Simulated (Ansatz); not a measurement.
# NaLaF4 (P1): the host for defect calculations, part 4 of 4

Aim: the runs on the perfect crystal NaLaF4 (P1) that a defect calculation needs first.

Ansatz 0.2.0; plane-wave PAW DFT, PBEsol; relaxation of the host's cell and atoms (the session's first sound run).

So far. Step 3 (Dielectric tensors of the host): The principal values of the electronic dielectric tensor are 2.47, 2.47 and 2.57. The principal values of the static dielectric tensor are 8.80, 9.09 and 15.68.

## 7. Defect free supercell relaxed from displaced atoms

This step: plane-wave PAW DFT, PBEsol; relaxation of the defect-free supercell from random displacements, a test of the host's stability (Ansatz 0.2.0).

pristine.rattled/input.yaml

```yaml
crystal:
  lattice:
    - [-0.0252662097, 8.6181178832, 6.2236296645]
    - [6.1683330854, -4.421224773, 6.1530771679]
    - [6.1443786301, 4.4282738958, -6.1550255408]
  atoms:
    - { symbol: Na, position: [0.3243740929, 0.4151578422, 0.5756915972] }
    - { symbol: Na, position: [0.3243740929, 0.9151578422, 0.0756915972] }
    - { symbol: Na, position: [0.8243740929, 0.4151578422, 0.0756915972] }
    - { symbol: Na, position: [0.8243740929, 0.9151578422, 0.5756915972] }
    - { symbol: Na, position: [0.3434463916, 0.1706840344, 0.8358363958] }
    - { symbol: Na, position: [0.3434463916, 0.6706840344, 0.3358363958] }
    - { symbol: Na, position: [0.8434463916, 0.1706840344, 0.3358363958] }
    - { symbol: Na, position: [0.8434463916, 0.6706840344, 0.8358363958] }
    - { symbol: Na, position: [0.1683797291, 0.113725856, 0.3842012583] }
    - { symbol: Na, position: [0.1683797291, 0.613725856, 0.8842012583] }
    - { symbol: Na, position: [0.6683797291, 0.113725856, 0.8842012583] }
    - { symbol: Na, position: [0.6683797291, 0.613725856, 0.3842012583] }
    - { symbol: La, position: [0.4979530588, 0.4966321397, 0.0050425948] }
    - { symbol: La, position: [0.4979530588, 0.9966321397, 0.5050425948] }
    - { symbol: La, position: [0.9979530588, 0.4966321397, 0.5050425948] }
    - { symbol: La, position: [0.9979530588, 0.9966321397, 0.0050425948] }
    - { symbol: La, position: [0.0020056172, 0.2471792171, 0.7516854185] }
    - { symbol: La, position: [0.0020056172, 0.7471792171, 0.2516854185] }
    - { symbol: La, position: [0.5020056172, 0.2471792171, 0.2516854185] }
    - { symbol: La, position: [0.5020056172, 0.7471792171, 0.7516854185] }
    - { symbol: La, position: [0.1648338804, 0.3675600895, 0.1334480552] }
    - { symbol: La, position: [0.1648338804, 0.8675600895, 0.6334480552] }
    - { symbol: La, position: [0.6648338804, 0.3675600895, 0.6334480552] }
    - { symbol: La, position: [0.6648338804, 0.8675600895, 0.1334480552] }
    - { symbol: F, position: [0.1850295026, 0.120676469, 0.6541434679] }
    - { symbol: F, position: [0.1850295026, 0.620676469, 0.1541434679] }
    - { symbol: F, position: [0.6850295026, 0.120676469, 0.1541434679] }
    - { symbol: F, position: [0.6850295026, 0.620676469, 0.6541434679] }
    - { symbol: F, position: [0.1822162178, 0.3913851102, 0.3858695349] }
    - { symbol: F, position: [0.1822162178, 0.8913851102, 0.8858695349] }
    - { symbol: F, position: [0.6822162178, 0.3913851102, 0.8858695349] }
    - { symbol: F, position: [0.6822162178, 0.8913851102, 0.3858695349] }
    - { symbol: F, position: [0.0186647884, 0.1957888249, 0.1928861921] }
    - { symbol: F, position: [0.0186647884, 0.6957888249, 0.6928861921] }
    - { symbol: F, position: [0.5186647884, 0.1957888249, 0.6928861921] }
    - { symbol: F, position: [0.5186647884, 0.6957888249, 0.1928861921] }
    - { symbol: F, position: [0.0211846477, 0.4289078469, 0.9589811825] }
    - { symbol: F, position: [0.0211846477, 0.9289078469, 0.4589811825] }
    - { symbol: F, position: [0.5211846477, 0.4289078469, 0.4589811825] }
    - { symbol: F, position: [0.5211846477, 0.9289078469, 0.9589811825] }
    - { symbol: F, position: [0.2975116796, 0.1719284175, 0.1620788975] }
    - { symbol: F, position: [0.2975116796, 0.6719284175, 0.6620788975] }
    - { symbol: F, position: [0.7975116796, 0.1719284175, 0.6620788975] }
    - { symbol: F, position: [0.7975116796, 0.6719284175, 0.1620788975] }
    - { symbol: F, position: [0.2941569305, 0.4026481201, 0.9366219549] }
    - { symbol: F, position: [0.2941569305, 0.9026481201, 0.4366219549] }
    - { symbol: F, position: [0.7941569305, 0.4026481201, 0.4366219549] }
    - { symbol: F, position: [0.7941569305, 0.9026481201, 0.9366219549] }
    - { symbol: F, position: [0.3769741138, 0.1903863814, 0.4453477513] }
    - { symbol: F, position: [0.3769741138, 0.6903863814, 0.9453477513] }
    - { symbol: F, position: [0.8769741138, 0.1903863814, 0.9453477513] }
    - { symbol: F, position: [0.8769741138, 0.6903863814, 0.4453477513] }
    - { symbol: F, position: [0.377360832, 0.4486885101, 0.2091540674] }
    - { symbol: F, position: [0.377360832, 0.9486885101, 0.7091540674] }
    - { symbol: F, position: [0.877360832, 0.4486885101, 0.7091540674] }
    - { symbol: F, position: [0.877360832, 0.9486885101, 0.2091540674] }
    - { symbol: F, position: [0.4943801768, 0.2455082264, 1.0016486721] }
    - { symbol: F, position: [0.4943801768, 0.7455082264, 0.5016486721] }
    - { symbol: F, position: [0.9943801768, 0.2455082264, 0.5016486721] }
    - { symbol: F, position: [0.9943801768, 0.7455082264, 1.0016486721] }
    - { symbol: F, position: [0.4815997731, 0.4892286654, 0.7478107326] }
    - { symbol: F, position: [0.4815997731, 0.9892286654, 0.2478107326] }
    - { symbol: F, position: [0.9815997731, 0.4892286654, 0.2478107326] }
    - { symbol: F, position: [0.9815997731, 0.9892286654, 0.7478107326] }
    - { symbol: F, position: [0.1330065768, 0.4294845621, 0.6853960056] }
    - { symbol: F, position: [0.1330065768, 0.9294845621, 0.1853960056] }
    - { symbol: F, position: [0.6330065768, 0.4294845621, 0.1853960056] }
    - { symbol: F, position: [0.6330065768, 0.9294845621, 0.6853960056] }
    - { symbol: F, position: [0.1369199909, 0.1744276871, 0.9341552213] }
    - { symbol: F, position: [0.1369199909, 0.6744276871, 0.4341552213] }
    - { symbol: F, position: [0.6369199909, 0.1744276871, 0.4341552213] }
    - { symbol: F, position: [0.6369199909, 0.6744276871, 0.9341552213] }
basis:
  ecutwfc: 420
  xc_grid: 2
hamiltonian:
  xc: pbesol
kpoints:
  mp_grid: { grid: [1, 1, 1], shift: [0.25, 0.25, 0.25] }
scf:
  occupations: { method: fermi_dirac, width: 0.01 }
  max_iter: 80
output:
  forces: true
relax:
  f_tol: 0.01
  max_steps: 120
  random_displacement: { amplitude: 0.08, seed: 7248 }
checkpoint:
  write: "../pristine.rattled.run"
  compress: false
  write_wavefunctions: false
  write_every: 100000
```

Launch:

```bash
> ansatz run input.yaml --threads 4 --pin off --max-ram 7536MiB --backend cpu --events-out ev --progress --plain --runs-dir out
```

Numbers of over 12 decimals in the logs are rounded to 6 here.

What it wrote:

```text
[...]
Crystal: 72 atoms, lattice volume = 992.090 Å³
Basis set: ecut = 420 eV, 19377 PW (Γ), exchange–correlation on 144×144×144 points (8 copies of the dense FFT grid, shifted against one another)
Bands: 360, of which v1, the nominal top of the filled ones, is band 288 counted from 1 (287 counted from 0)
Symmetry: 1 space group operations
k-points: 1
[...]
SCF iter   1: F=—  HF=-130197.683894 eV  |F-HF|=—  |Δ(HF+E_count)|=         —  Δρ=1.41e-2  dr2=1.25e0  ethr=1.77e-3  ⟨swp⟩=4.0  Hψ=1102  notcnv=0
[...]
SCF iter   7: F=-130197.346447 eV  HF=-130197.346447 eV  |F-HF|=4.00e-7  |Δ(HF+E_count)|=   4.63e-6  Δρ=1.33e-5  dr2=2.14e-6  ethr=4.34e-10  ⟨swp⟩=4.0  Hψ=1216  notcnv=0
SCF 1 converged in 7 iterations: F = -130197.346447 eV  dr2 = 2.14e-6
[...]
relax step   1: F+E_penalty+E_count = -130197.34644727 eV  Δ(F+E_penalty+E_count) = +0.000e0 eV  max|allowed force component| = 1.650e0 eV/Å  Δτ_max = 0.0000 Å  (7 SCF iters, dr2 threshold 2.50e-6 eV, accepted)
[...]
relax step   2: F+E_penalty+E_count = -130197.42825252 eV  Δ(F+E_penalty+E_count) = -8.181e-2 eV  max|allowed force component| = 2.526e0 eV/Å  Δτ_max = 0.1922 Å  (7 SCF iters, dr2 threshold 1.00e-4 eV, accepted)
relax step   3: F+E_penalty+E_count = -130198.67735469 eV  Δ(F+E_penalty+E_count) = -1.249e0 eV  max|allowed force component| = 1.329e-1 eV/Å  Δτ_max = 0.1208 Å  (6 SCF iters, dr2 threshold 1.00e-4 eV, accepted)
relax step   4: F+E_penalty+E_count = -130198.68839286 eV  Δ(F+E_penalty+E_count) = -1.104e-2 eV  max|allowed force component| = 1.472e-2 eV/Å  Δτ_max = 0.0406 Å  (7 SCF iters, dr2 threshold 1.10e-6 eV, accepted)
SCF iter   1: F=—  HF=-130198.688103 eV  |F-HF|=—  |Δ(HF+E_count)|=         —  Δρ=4.96e-4  dr2=1.42e-3  ethr=2.77e-6  ⟨swp⟩=2.0  Hψ=622  notcnv=0  defer=9
[...]
SCF iter   6: F=-130198.688688 eV  HF=-130198.688688 eV  |F-HF|=2.11e-9  |Δ(HF+E_count)|=   1.62e-7  Δρ=2.79e-6  dr2=8.30e-8  ethr=1.74e-11  ⟨swp⟩=3.0  Hψ=1346  notcnv=0
SCF 5 converged in 6 iterations: F = -130198.688688 eV  dr2 = 8.30e-8
relax step   5: F+E_penalty+E_count = -130198.68868838 eV  Δ(F+E_penalty+E_count) = -2.955e-4 eV  max|allowed force component| = 1.562e-3 eV/Å  Δτ_max = 0.0062 Å  (6 SCF iters, accepted)
SCF converged after 6 iterations
Free energy (F): -130198.688688 eV
[...]
Internal energy: -130198.688688 eV  (E = F + TS)
E sigma→0 (E₀):  -130198.688688 eV
Fermi energy:    7.088019 eV
[...]
--- Forces (eV/Å), atoms counted from 1 ---
  atom   1  Na     0.00050379    -0.00052860    -0.00001477
  atom   2  Na     0.00031130    -0.00029769     0.00012258
  atom   3  Na     0.00031989    -0.00008177    -0.00030979
  atom   4  Na    -0.00006069    -0.00006574     0.00016444
  atom   5  Na    -0.00006474    -0.00022895     0.00013450
  atom   6  Na     0.00039868     0.00043563     0.00000709
  atom   7  Na    -0.00002532    -0.00011415    -0.00020757
  atom   8  Na    -0.00002176     0.00037445    -0.00074743
  atom   9  Na     0.00045609    -0.00034822     0.00030371
  atom  10  Na    -0.00002036    -0.00062699     0.00080832
  atom  11  Na    -0.00038952    -0.00073397     0.00020577
  atom  12  Na     0.00018412    -0.00061727    -0.00002780
  atom  13  La     0.00046365    -0.00008853     0.00039519
  atom  14  La    -0.00039731     0.00017908    -0.00026456
  atom  15  La    -0.00031525     0.00061127    -0.00045254
  atom  16  La     0.00048864     0.00097555     0.00077470
  atom  17  La    -0.00156197     0.00041394     0.00063217
  atom  18  La    -0.00057452     0.00050974     0.00013793
  atom  19  La    -0.00005015    -0.00011790    -0.00112386
  atom  20  La    -0.00128483    -0.00011044    -0.00053766
  atom  21  La    -0.00076566     0.00006854    -0.00005841
  atom  22  La    -0.00108782     0.00016836     0.00041311
  atom  23  La    -0.00127117    -0.00095162     0.00002843
  atom  24  La    -0.00118592    -0.00104995    -0.00043964
  atom  25  F      0.00018294    -0.00001874    -0.00053112
  atom  26  F     -0.00004583    -0.00011628    -0.00017041
  atom  27  F      0.00005725     0.00054572    -0.00010112
  atom  28  F     -0.00010212     0.00071196    -0.00022665
  atom  29  F      0.00021890    -0.00039034    -0.00029844
  atom  30  F      0.00098762    -0.00037200    -0.00035767
  atom  31  F      0.00066571     0.00024442    -0.00032457
  atom  32  F      0.00074122     0.00004479    -0.00006124
  atom  33  F     -0.00003893    -0.00036561    -0.00030516
  atom  34  F      0.00013944     0.00002742    -0.00022600
  atom  35  F      0.00042828     0.00072000     0.00002937
  atom  36  F     -0.00028587     0.00072459     0.00033097
  atom  37  F      0.00051178    -0.00039530    -0.00016594
  atom  38  F      0.00004494     0.00013242    -0.00010415
  atom  39  F      0.00033395     0.00045109     0.00046652
  atom  40  F      0.00082477     0.00049793     0.00010344
[...]
atom  61  F      0.00019782    -0.00013103     0.00009038
  atom  62  F      0.00022091     0.00001435     0.00036676
  atom  63  F      0.00028775    -0.00059018     0.00037075
  atom  64  F      0.00054530    -0.00059169     0.00021831
  atom  65  F     -0.00012547    -0.00082320     0.00021867
  atom  66  F     -0.00007115    -0.00103752    -0.00007122
  atom  67  F     -0.00005064    -0.00036063     0.00037960
  atom  68  F      0.00015733     0.00002542     0.00042979
  atom  69  F     -0.00047316    -0.00023082    -0.00026021
  atom  70  F     -0.00053860     0.00004502    -0.00022210
  atom  71  F     -0.00026255    -0.00017054     0.00000384
  atom  72  F     -0.00033420     0.00010656    -0.00029267
  max |Σ_I F_I| component: 3.72e-4 eV/Å
--- Relaxed structure (5 steps of the walk, 5 accepted, 0 SCFs on fresh bases) ---
  F+E_penalty+E_count = -130198.68868838 eV   max|allowed force component| = 1.562e-3 eV/Å
  atoms:
    - { symbol: Na, position: [0.323717, 0.414119, 0.575823] }
    - { symbol: Na, position: [0.323706, 0.914138, 0.075814] }
    - { symbol: Na, position: [0.823692, 0.414256, 0.075790] }
    - { symbol: Na, position: [0.823671, 0.914241, 0.575817] }
    - { symbol: Na, position: [0.342760, 0.169725, 0.836006] }
    - { symbol: Na, position: [0.342726, 0.669736, 0.335973] }
    - { symbol: Na, position: [0.842768, 0.169776, 0.335952] }
    - { symbol: Na, position: [0.842725, 0.669839, 0.835859] }
    - { symbol: Na, position: [0.167674, 0.112717, 0.384321] }
    - { symbol: Na, position: [0.167660, 0.612730, 0.884402] }
    - { symbol: Na, position: [0.667744, 0.112786, 0.884394] }
    - { symbol: Na, position: [0.667730, 0.612797, 0.384349] }
    - { symbol: La, position: [0.497268, 0.495723, 0.005134] }
    - { symbol: La, position: [0.497257, 0.995727, 0.505130] }
    - { symbol: La, position: [0.997302, 0.495718, 0.505165] }
    - { symbol: La, position: [0.997282, 0.995695, 0.005151] }
    - { symbol: La, position: [0.001304, 0.246271, 0.751825] }
    - { symbol: La, position: [0.001280, 0.746249, 0.251810] }
    - { symbol: La, position: [0.501317, 0.246260, 0.251774] }
    - { symbol: La, position: [0.501283, 0.746270, 0.751778] }
    - { symbol: La, position: [0.164155, 0.366627, 0.133579] }
    - { symbol: La, position: [0.164135, 0.866653, 0.633564] }
    - { symbol: La, position: [0.664151, 0.366656, 0.633569] }
    - { symbol: La, position: [0.664142, 0.866648, 0.133564] }
    - { symbol: F, position: [0.184326, 0.119757, 0.654247] }
    - { symbol: F, position: [0.184311, 0.619737, 0.154243] }
    - { symbol: F, position: [0.684336, 0.119755, 0.154217] }
    - { symbol: F, position: [0.684315, 0.619777, 0.654212] }
    - { symbol: F, position: [0.181579, 0.390483, 0.385988] }
    - { symbol: F, position: [0.181545, 0.890423, 0.885962] }
    - { symbol: F, position: [0.681551, 0.390470, 0.885962] }
    - { symbol: F, position: [0.681539, 0.890448, 0.385961] }
    - { symbol: F, position: [0.018008, 0.194827, 0.193033] }
    - { symbol: F, position: [0.017947, 0.694882, 0.693000] }
    - { symbol: F, position: [0.517864, 0.194928, 0.692929] }
    - { symbol: F, position: [0.517858, 0.694924, 0.192946] }
    - { symbol: F, position: [0.020495, 0.427990, 0.959106] }
    - { symbol: F, position: [0.020449, 0.928009, 0.459084] }
    - { symbol: F, position: [0.520442, 0.427954, 0.459094] }
    - { symbol: F, position: [0.520432, 0.927970, 0.959082] }
    - { symbol: F, position: [0.296825, 0.170989, 0.162112] }
    - { symbol: F, position: [0.296795, 0.671012, 0.662100] }
    - { symbol: F, position: [0.796776, 0.171029, 0.662231] }
    - { symbol: F, position: [0.796740, 0.671008, 0.162251] }
    - { symbol: F, position: [0.293473, 0.401721, 0.936761] }
    - { symbol: F, position: [0.293448, 0.901737, 0.436736] }
    - { symbol: F, position: [0.793484, 0.401756, 0.436779] }
    - { symbol: F, position: [0.793455, 0.901789, 0.936748] }
    - { symbol: F, position: [0.376242, 0.189406, 0.445376] }
    - { symbol: F, position: [0.376236, 0.689413, 0.945392] }
    - { symbol: F, position: [0.876306, 0.189472, 0.945502] }
    - { symbol: F, position: [0.876294, 0.689461, 0.445491] }
    - { symbol: F, position: [0.376684, 0.447761, 0.209234] }
    - { symbol: F, position: [0.376668, 0.947773, 0.709231] }
    - { symbol: F, position: [0.876688, 0.447787, 0.709262] }
    - { symbol: F, position: [0.876675, 0.947761, 0.209247] }
    - { symbol: F, position: [0.493740, 0.244605, 1.001736] }
    - { symbol: F, position: [0.493708, 0.744605, 0.501738] }
    - { symbol: F, position: [0.993700, 0.244596, 0.501780] }
    - { symbol: F, position: [0.993631, 0.744575, 1.001759] }
    - { symbol: F, position: [0.480921, 0.488324, 0.747920] }
    - { symbol: F, position: [0.480920, 0.988315, 0.247910] }
    - { symbol: F, position: [0.980905, 0.488280, 0.247941] }
    - { symbol: F, position: [0.980900, 0.988303, 0.747937] }
    - { symbol: F, position: [0.132340, 0.428548, 0.685543] }
    - { symbol: F, position: [0.132338, 0.928495, 0.185498] }
    - { symbol: F, position: [0.632322, 0.428584, 0.185521] }
    - { symbol: F, position: [0.632297, 0.928593, 0.685518] }
    - { symbol: F, position: [0.136237, 0.173506, 0.934264] }
    - { symbol: F, position: [0.136216, 0.673539, 0.434250] }
    - { symbol: F, position: [0.636250, 0.173519, 0.434252] }
    - { symbol: F, position: [0.636239, 0.673539, 0.934245] }
```

Run time: 42 s. Hardware: 4 threads of Intel Xeon 6975P-C (Granite Rapids), shared host; peak memory 2.1 GiB.

Step by step:

| step | energy less that of the first step (eV) | largest force component (eV/Å) |
| --- | --- | --- |
| 1 | 0.0000 | 1.6499 |
| 2 | -0.0818 | 2.5263 |
| 3 | -1.3309 | 0.1329 |
| 4 | -1.3419 | 0.0147 |
| 5 | -1.3422 | 0.0016 |

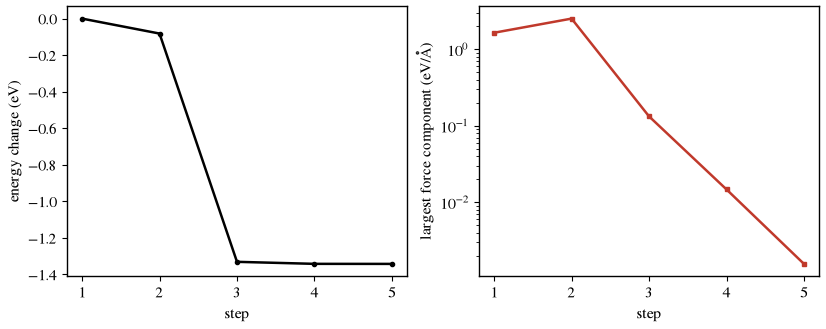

Energy and largest force along the relaxation.

The relaxation ends 19 meV an atom lower than the displaced start, with a largest force component of 0.0016 eV/Å.

## 8. Summary of results

| Item | Value |
| --- | --- |
| primitive cell vectors, lengths | 6.156, 7.205, 7.220 Å |
| electronic dielectric constant | principal values (2.47, 2.47, 2.57) |
| static dielectric constant | principal values (8.80, 9.09, 15.68) |
| gap on the k-mesh of the response run (PBEsol) | 6.55 eV |
| supercell relaxed in its symmetry less the displaced and relaxed one | 0.000 eV |
| energy an atom at one point at (¼, ¼, ¼) less that on the dense mesh | 0.000 eV |

Step 7: The energy fell by 1.342 eV from the randomly displaced start; the atoms end within 0.005 Å of the sites as typed, once the mean shift is taken out. The displaced cell ends within 0.01 eV of the symmetric one relaxed in its symmetry, so no lower structure shows in this supercell. The k-mesh can miss the band edges, so this gap is an upper bound at this level. All at zero temperature.

[Logs are printed without paths, hosts, clocks, repeated set-up lines and the standing remarks that a program may print on its own settings, such as how far it seeks lower states.]

[Hosts, paths, dates, database ids (printed as entryN), source tags and the programs' standing remarks are cut or masked in the printed files.]

[Runs of the host that timed out are not shown.]

[For some hosts the program warned that the k-mesh of the response run may be too coarse for force constants and the static dielectric constant; such warnings are not always shown.]
